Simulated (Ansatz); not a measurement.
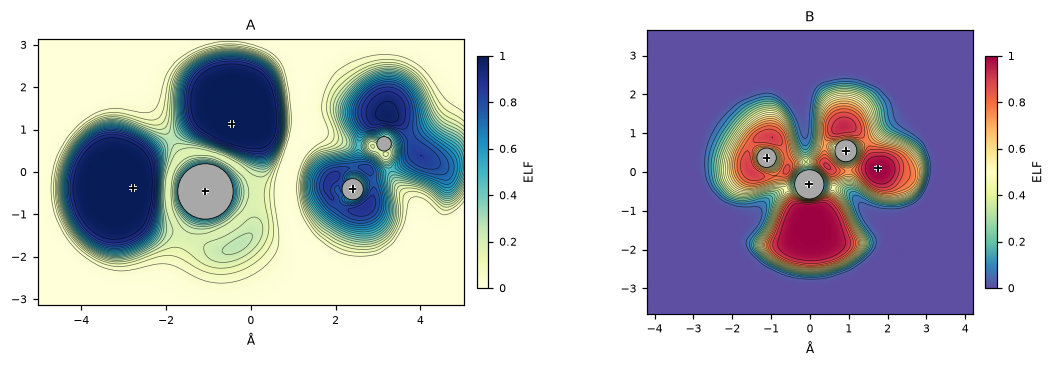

The electron localisation function of 2 systems, each on a plane through atoms (crosses mark nuclei in the plane; grey discs cover the cores).

All numbers below come from UHF/def2-SVP (Ansatz 0.2.0).

System 1: H₄Sn···CH₂F (doublet), the plane of atoms H1, Sn2 and H6. Core potentials replace the inner electrons of Sn.

```xyz
9

H    -0.6237    1.1784   -0.9068
Sn    0.7566    1.7002   -0.0446
C    -0.9871   -2.3099    0.0955
F    -0.1197   -1.5629    0.7633
H     2.0786    0.6776   -0.3903
H     1.1392    3.2932   -0.5484
H     0.4257    1.7111    1.6296
H    -2.0226   -2.0622    0.2836
H    -0.6469   -2.6254   -0.8818
```

System 2: CH₅FGeO₂, the plane of atoms O1, C2 and F3. At this geometry the atoms fall into two loosely joined parts.

```xyz
10

O     0.3978   -1.7446    2.1496
C     1.1968   -0.8775    1.6554
F     1.7752   -1.4674    0.6572
O    -0.8061   -0.4747   -0.6885
Ge   -0.7764    1.0211   -1.6363
H    -0.0712   -1.3540    2.8747
H    -0.2566   -1.1824   -0.9889
H    -1.6552    2.0034   -0.8653
H     0.6628    1.5358   -1.7586
H    -1.3496    0.7560   -3.0358
```

> Which map belongs to which system?

Panel A is system 1, H₄Sn···CH₂F: the plane holds H, Sn and F. Sn2···F4 (3.47 Å): the ELF dips to about 0 between them (a non-bonded, intermolecular contact). Panel B is system 2, CH₅FGeO₂: the plane holds O, C, F and H. C–O (1.28 Å): the ELF peaks at about 0.90 between the atoms (a polar covalent bond).
